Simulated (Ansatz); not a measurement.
# One shape, several levels: triplet [SiH3O4]−

Wanted: a comparison of 6 runs (UHF/6-31G*, U-revPBE/6-31G*, UB3LYP/6-31G*, UBLYP/6-31G*, UPBE/6-31G*, USVWN5/6-31G*) of triplet [SiH3O4]−. 

Program for the calculation: Ansatz 0.2.0.

13 further runs of the same task are left out: 10 that didn't finish, 3 set aside as unsound or not needed. Runs told in other sessions of the task aren't counted.

### 1 The structure to begin with

[SiH3O4]− has 8 atoms, charge -1, and is taken as a triplet. As SMILES of the parent species, `[O-][Si](O)(O)O`. Geometry: relaxed at PBE0-D4/def2-TZVPD. This is one conformer, not always the lowest. That shape belongs to the parent species and isn't relaxed for this state.

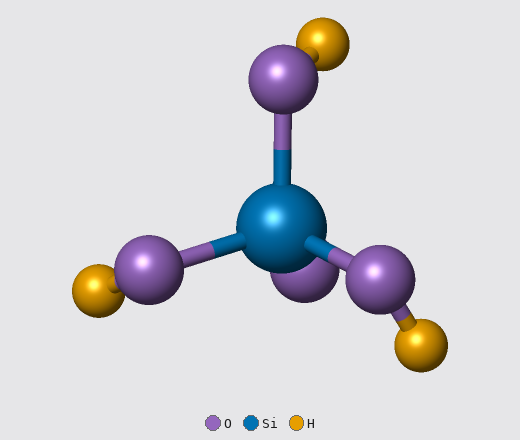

The structure, seen from a chosen angle (oxygen purple, silicon blue, hydrogen amber).

### 2 A single-point energy at UHF/6-31G(d) (spherical functions) (run 1)

job.yaml

```yaml
crystal:
  periodic: [false, false, false]
  atoms:
    - symbol: O
      position_ang: [-1.413500, 0.197800, 0.825000]
    - symbol: Si
      position_ang: [-0.078000, 0.010900, 0.045600]
    - symbol: O
      position_ang: [1.319300, 0.127500, 0.978800]
    - symbol: O
      position_ang: [0.191900, 1.122100, -1.191000]
    - symbol: O
      position_ang: [0.099000, -1.475100, -0.727300]
    - symbol: H
      position_ang: [1.074100, 0.563800, 1.796600]
    - symbol: H
      position_ang: [-0.653700, 1.525800, -1.393900]
    - symbol: H
      position_ang: [-0.539100, -2.072800, -0.333900]
basis:
  gaussian:
    orbitals: 6-31G_st_-spherical.json
total_charge: -1
magnetization:
  spin_polarized: true
  initial_magnetization: 2
hamiltonian:
  xc: hf
accuracy: high
output: {orbitals: {seedname: orbitals}}
```

The basis set 6-31G* is read from a file made from the Basis Set Exchange's data (not shown).

Run with:

```console
$ ansatz run job.yaml --threads 1 --pin off --max-ram 2610MiB --events-out events.jsonl --progress --plain --runs-dir runs
```

What it wrote (excerpt; [...] marks lines left out):

```text
Warning: RAYON_NUM_THREADS=1 ignored (pool sized by the plan → 1); use --threads N
Functional definition: HF
  name "HF"
[...]
1756 factors; integrals over basis functions are off by at most 3.6e-9 eV
[...]
mean field -16056.47244189 eV, -590.0644787716 hartree, gradient 2.3e-8 eV, S^2 2.007575; 5 other end points of the search recorded, 0 dependent functions left out
reference -16056.47244189 eV, -590.0644787716 hartree; 26, 24 occupied and 54, 56 virtual orbitals, 1756 factors
Total energy: -16056.47244189 eV, -590.0644787716 hartree
```

Wall time 47 s (1 thread of Arm Neoverse V2, shared host); peak memory 0.39 GiB.

### 3 A single-point energy at U-revPBE/6-31G(d) (spherical functions) (run 2)

molecule.yaml

```yaml
crystal:
  periodic: [false, false, false]
  atoms:
    - {symbol: O, position_ang: [-1.413500, 0.197800, 0.825000]}
    - {symbol: Si, position_ang: [-0.078000, 0.010900, 0.045600]}
    - {symbol: O, position_ang: [1.319300, 0.127500, 0.978800]}
    - {symbol: O, position_ang: [0.191900, 1.122100, -1.191000]}
    - {symbol: O, position_ang: [0.099000, -1.475100, -0.727300]}
    - {symbol: H, position_ang: [1.074100, 0.563800, 1.796600]}
    - {symbol: H, position_ang: [-0.653700, 1.525800, -1.393900]}
    - {symbol: H, position_ang: [-0.539100, -2.072800, -0.333900]}
basis:
  gaussian: {orbitals: 6-31G_st_-spherical.json}
total_charge: -1
magnetization: {spin_polarized: true, initial_magnetization: 2}
hamiltonian: {xc: {name: revPBE}}
accuracy: high
output: {orbitals: {seedname: orbitals}}
```

The basis set 6-31G* is read from a file made from the Basis Set Exchange's data (not shown).

Run with:

```console
$ ansatz run molecule.yaml --threads 1 --pin off --max-ram 2610MiB --events-out events.jsonl --progress --plain --runs-dir runs
```

What it wrote (excerpt; [...] marks lines left out):

```text
Warning: RAYON_NUM_THREADS=1 ignored (pool sized by the plan → 1); use --threads N
Functional definition: revPBE
  name "revPBE"
[...]
1756 factors; integrals over basis functions are off by at most 3.6e-9 eV
[...]
mean field -16108.31672360 eV, -591.9697209830 hartree, gradient 2.3e-8 eV, S^2 2.002605; 16 other end points of the search recorded, 0 dependent functions left out
reference -16108.31672800 eV, -591.9697211449 hartree; 26, 24 occupied and 54, 56 virtual orbitals, 1756 factors
Total energy: -16108.31672800 eV, -591.9697211449 hartree
```

Run time: 77 s. Hardware: 1 thread of Arm Neoverse V2, shared host; peak memory 0.28 GiB.

Runs 3 to 5 aren't shown in full; the table further down has their settings and results.

### 4 The energy at USVWN5/6-31G(d) (spherical functions) (run 6)

in.yaml

```yaml
crystal:
  periodic: [false, false, false]
  atoms:
    - symbol: O
      position_ang: [-1.413500, 0.197800, 0.825000]
    - symbol: Si
      position_ang: [-0.078000, 0.010900, 0.045600]
    - symbol: O
      position_ang: [1.319300, 0.127500, 0.978800]
    - symbol: O
      position_ang: [0.191900, 1.122100, -1.191000]
    - symbol: O
      position_ang: [0.099000, -1.475100, -0.727300]
    - symbol: H
      position_ang: [1.074100, 0.563800, 1.796600]
    - symbol: H
      position_ang: [-0.653700, 1.525800, -1.393900]
    - symbol: H
      position_ang: [-0.539100, -2.072800, -0.333900]
basis:
  gaussian:
    orbitals: 6-31G_st_-spherical.json
output:
  orbitals: {seedname: orbitals}
hamiltonian:
  xc: {name: SVWN5}
magnetization:
  spin_polarized: true
  initial_magnetization: 2
accuracy: high
total_charge: -1
```

The basis set 6-31G* is read from a file made from the Basis Set Exchange's data (not shown).

Run with:

```console
$ ansatz run in.yaml --threads 1 --pin off --max-ram 2610MiB --events-out events.jsonl --progress --plain --runs-dir runs
```

What it wrote (excerpt; [...] marks lines left out):

```text
Warning: RAYON_NUM_THREADS=1 ignored (pool sized by the plan → 1); use --threads N
Functional definition: SVWN5
  name "SVWN5"
[...]
1756 factors; integrals over basis functions are off by at most 3.6e-9 eV
[...]
mean field -16023.23290984 eV, -588.8429484992 hartree, gradient 2.1e-8 eV, S^2 2.001646; 16 other end points of the search recorded, 0 dependent functions left out
reference -16023.23291305 eV, -588.8429486174 hartree; 26, 24 occupied and 54, 56 virtual orbitals, 1756 factors
Total energy: -16023.23291305 eV, -588.8429486174 hartree
```

Wall time 27 s (1 thread of Arm Neoverse V2, shared host); peak memory 0.24 GiB.

### 5 All runs side by side

| run | level | energy (Eh) | HOMO energy (eV) | ⟨S²⟩ | wall time |
| --- | --- | --- | --- | --- | --- |
| 1 | UHF/6-31G* (spherical functions) | -590.064479 | 3.57 | 2.008 | 47 s |
| 2 | U-revPBE/6-31G* (spherical functions) | -591.969721 | 5.00 | 2.003 | 77 s |
| 3 | UB3LYP/6-31G* (spherical functions) | -592.147806 | 4.55 | 2.004 | 2.8 min |
| 4 | UBLYP/6-31G* (spherical functions) | -592.085071 | 5.07 | 2.003 | 68 s |
| 5 | UPBE/6-31G* (spherical functions) | -591.673804 | 4.92 | 2.002 | 74 s |
| 6 | USVWN5/6-31G* (spherical functions) | -588.842949 | 4.73 | 2.002 | 27 s |

### 6 Outcome

| quantity | value |
| --- | --- |
| run 6: total energy | -588.84295 Eh |
| run 6: HOMO energy (highest over α and β) | 4.73 eV |
| run 6: ⟨S²⟩ | 2.002 |

**Reading.** Totals of different functionals can't be ranked against each other. In all runs the HOMO lies above zero, from self-interaction, a short basis or an electron that isn't bound. All runs together took 7.7 min, the longest 2.8 min.
